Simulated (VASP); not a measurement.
Band structure of PbSe (rock salt). These are PW91 GGA, VASP's PBE PAW potentials (set 64) (plane waves; VASP) values and carry that method's errors.

Unless said otherwise, spin-orbit coupling is left out, though it shifts the bands of the heavy elements here.

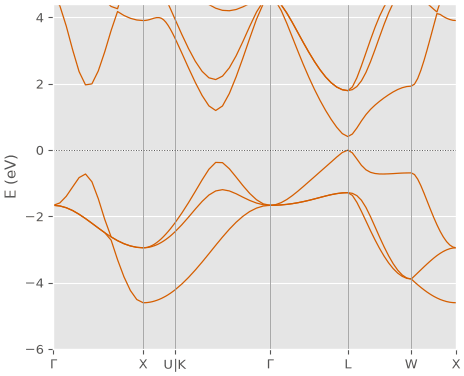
Figure. Bands along high-symmetry lines, zero at the valence-band maximum or, without a gap, the Fermi level

Question: Read the plot: is there a gap, and where are the band edges?

Answer: The gap is direct, 0.41 eV, from the valence maximum at L to the conduction minimum at L. (Edges off the drawn lines would not show.)

The compound is PbSe in the rock salt structure. It was relaxed first.
